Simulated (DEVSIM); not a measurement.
Structure: Pd/SiO2/n-Si capacitor, at 300 K.

```csv
layer (left to right),material,thickness (nm),Nd (cm⁻³)
1,SiO2,3.50,-
2,Si,9700,3.5e15
```

Metal gate on the left, work function 5.2 eV. Fixed charge at the semiconductor interface 5.4e10 cm⁻² (in units of +e); no interface traps.

This is a model device: material constants are rounded textbook-type values typed into the input, and sizes, dopings and lifetimes were drawn at random. Values at 300 K.

```csv
parameter,SiO2,Si
gap (eV),9,1.124
affinity (eV),0.9,4.05
permittivity,3.9,11.7
Nc (cm⁻³),-,2.86e19
Nv (cm⁻³),-,3.1e19
```

DEVSIM, 1D Poisson equation in equilibrium, Boltzmann statistics, complete ionisation; no quantum confinement or tunnelling. Metal contacts follow the ideal Schottky-Mott rule: no Fermi-level pinning, no interface dipoles.

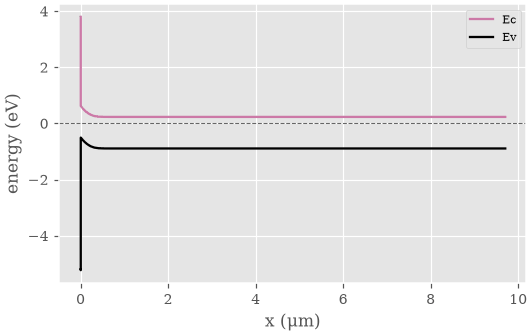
Figure: Band edges at 0.5 V on the gate

Energies count from the Fermi level of the right contact; mesh points crowd at the junctions.

```
x (μm)    Ec (eV)  Ev (eV)  n (cm⁻³)  p (cm⁻³)  field (V/cm)
--------  -------  -------  --------  --------  ------------
0.000       3.800   -5.200     < 1e2     < 1e2        -84000
0.001141    3.790   -5.210     < 1e2     < 1e2        -84000
0.002410    3.780   -5.220     < 1e2     < 1e2        -84000
0.003500    0.621   -0.503     1.1e9    1.1e11        -38000
0.005890    0.616   -0.508     1.3e9    9.0e10        -20000
0.01063     0.607   -0.517     1.8e9    6.3e10        -19000
0.02103     0.587   -0.537     4.0e9    2.9e10        -19000
0.05953     0.518   -0.606    5.6e10     2.1e9        -17000
0.1358      0.406   -0.718    4.3e12     2.7e7        -13000
0.3137      0.264   -0.860    1.0e15    110000         -3800
0.7047      0.233   -0.891    3.5e15     33000           -20
2.152       0.233   -0.891    3.5e15     33000           ≈ 0
4.854       0.233   -0.891    3.5e15     33000           ≈ 0
7.626       0.233   -0.891    3.5e15     33000           ≈ 0
9.025       0.233   -0.891    3.5e15     33000           ≈ 0
9.403       0.233   -0.891    3.5e15     33000           ≈ 0
9.576       0.233   -0.891    3.5e15     33000           ≈ 0
9.649       0.233   -0.891    3.5e15     33000           ≈ 0
9.687       0.233   -0.891    3.5e15     33000           ≈ 0
9.697       0.233   -0.891    3.5e15     33000           ≈ 0
9.701       0.233   -0.891    3.5e15     33000           ≈ 0
9.704       0.233   -0.891    3.5e15     33000           ≈ 0
```
